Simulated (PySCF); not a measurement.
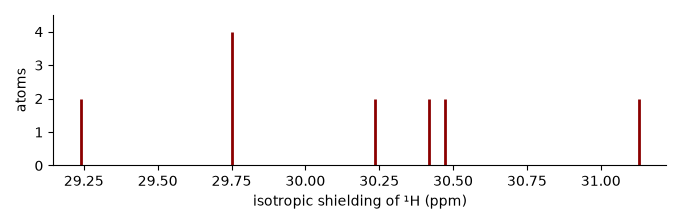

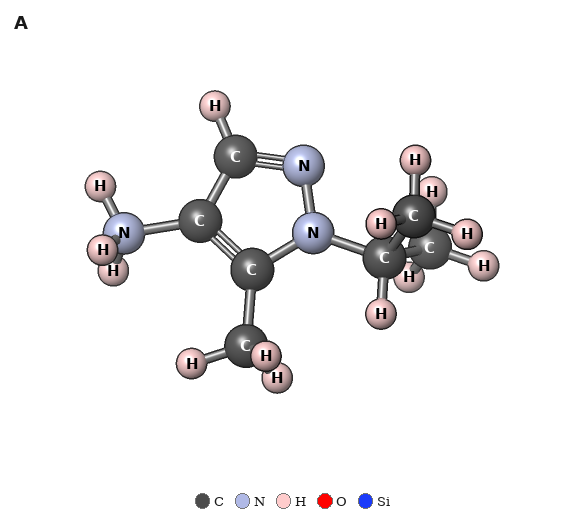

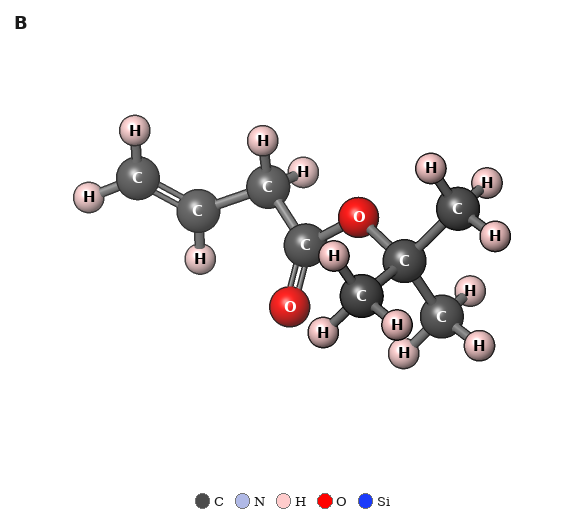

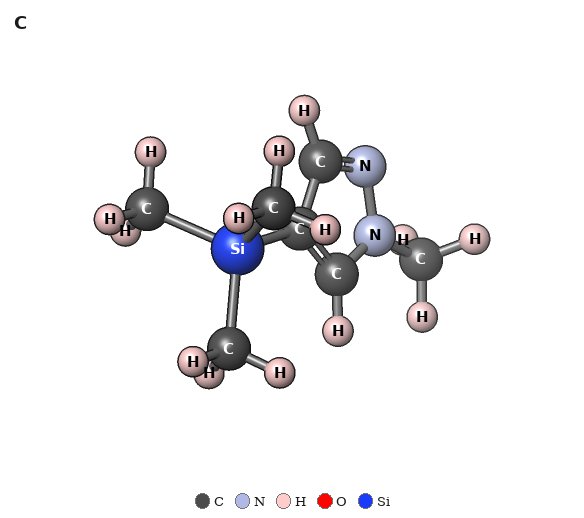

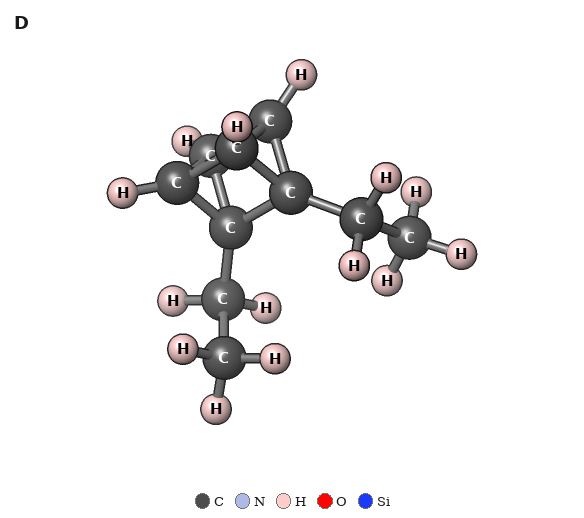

The sticks are computed shieldings of one of the molecules, for one fixed geometry (GFN2-xTB) without averaging over rotations. Low shielding means a high chemical shift. Method: GIAO PBE0/pcSseg-1 NMR shielding, non-relativistic, gas phase (PySCF 2.14.0).

Match the spectrum to a structure.

Answer. D, `CC[C@]12[C@@H]3[C@H]1[C@H]1[C@@H]3[C@]12CC`. Its 14 H atoms give lines at 29.24 (2 atoms), 29.75 (4 atoms), 30.24 (2 atoms), 30.42 (2 atoms), 30.47 (2 atoms), 31.13 (2 atoms) ppm.

The geometry is semi-empirical. Around Si such bond lengths and angles can be off by a tenth of an ångström or more and by several degrees, and values that hang on the shape move with them.
